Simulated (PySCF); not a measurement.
H₇P₃Si, SMILES `[SiH3][PH][PH]P`.

Level of theory: ωB97X/def2-SVPD (PySCF), at a geometry from GFN2-xTB. No frequency check shows the geometry to be a minimum. GFN2-xTB bond lengths at metals and heavier atoms can be off by up to 0.1 Å and shapes distorted, which carries into these values.

Input

```python
import numpy as np
from pyscf import gto, scf, dft
from pyscf.scf import atom_ks, atom_hf
from scipy.linalg import block_diag

def solve(mol, dm0=None, hcore=None):
    mf = (dft.UKS if mol.spin else dft.RKS)(mol, xc='wb97x')
    mf.grids.level = 3
    mf = mf.density_fit(auxbasis='def2-universal-jkfit')
    mf.conv_tol, mf.max_cycle = 1e-8, 80
    if hcore is not None:
        mf.get_hcore = lambda *args: hcore
    mf.kernel(dm0)
    if not mf.converged:
        mf = mf.newton().run(mf.mo_coeff, mf.mo_occ, max_cycle=30)
    assert mf.converged, 'SCF not converged'
    return mf

mol = gto.M(atom='''
Si     2.57423     0.21588    -0.02202
P      0.62535    -0.89536     0.12014
P     -0.66718     0.82935    -0.08118
P     -2.55524    -0.25034    -0.09583
H      2.78746     0.85941     1.27686
H      2.57489     1.22476    -1.08383
H      3.58218    -0.81269    -0.27794
H      0.54717    -1.20521    -1.23037
H     -0.60552     1.14120     1.27653
H     -3.30363     0.92574    -0.08426
H     -2.66561    -0.41048     1.28445
''', basis='def2-svpd', charge=0, spin=0, verbose=4)
mf = solve(mol)
out = dict(e0=mf.e_tot, dm0=mf.make_rdm1(), c=mf.mo_coeff, occ=mf.mo_occ, eps=mf.mo_energy)
for name, dq, spin in [('cation', 1, 1), ('anion', -1, 1)]:
    ion = mol.copy().set(charge=mol.charge + dq, spin=spin).build()
    mi = solve(ion)
    if spin and dq > 0 and mol.nao < 130:
        c, _, stable, _ = mi.stability(return_status=True)
        if not stable:
            mi = solve(ion, mi.make_rdm1(c, mi.mo_occ))
    print(name, 'vertical energy change / eV', (mi.e_tot - mf.e_tot) * 27.211386)
    out.update({'e_' + name: mi.e_tot, 'dm_' + name: mi.make_rdm1(), 's2_' + name: mi.spin_square()[0], 'eps_' + name: mi.mo_energy, 'occ_' + name: mi.mo_occ})
# spherically averaged free atoms, for the promolecule
atm = atom_ks.get_atm_nrks(mol, xc='wb97x')
pro = block_diag(*[(atm[a[0]][2] * atm[a[0]][3]) @ atm[a[0]][2].T for a in mol._atom])
np.savez('result.npz', pro=pro, **out)
```

Run with:

```sh
OMP_NUM_THREADS=1 python input.py
```

The run took 3.6 min on 1 thread of Arm Neoverse V1, with other jobs on the host, peak memory 0.85 GiB.

Partitions, critical points and surface values were worked out afterwards from this run's density.

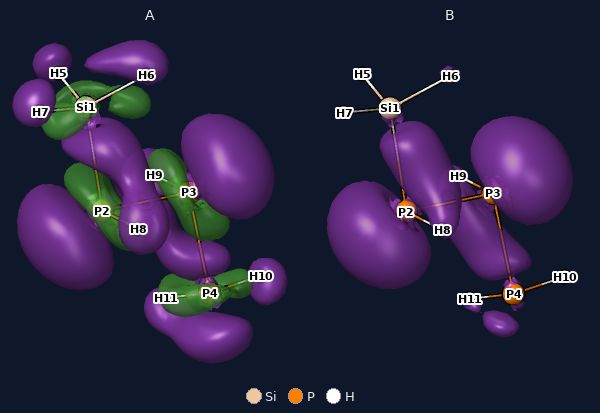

The Fukui function f⁻ from two separate SCF calculations and the density of the HOMO, at ±0.015 e/Å³ (purple positive, green negative).

**Which panel is which, and how good is the frozen-orbital picture?**

A is f⁻ (it has negative regions), B the HOMO density. The HOMO lies on P2 and P3 (39 % each), P4 (7 %) and Si1 (6 %); f⁻ (Hirshfeld-condensed) is largest on P2 (0.27) and P3 (0.25); the vertical ionisation energy is 8.50 eV (the stability of the cation's solution wasn't checked). Relaxation shifts 26 % of the electron between atoms. The orbital energy is −8.75 eV.
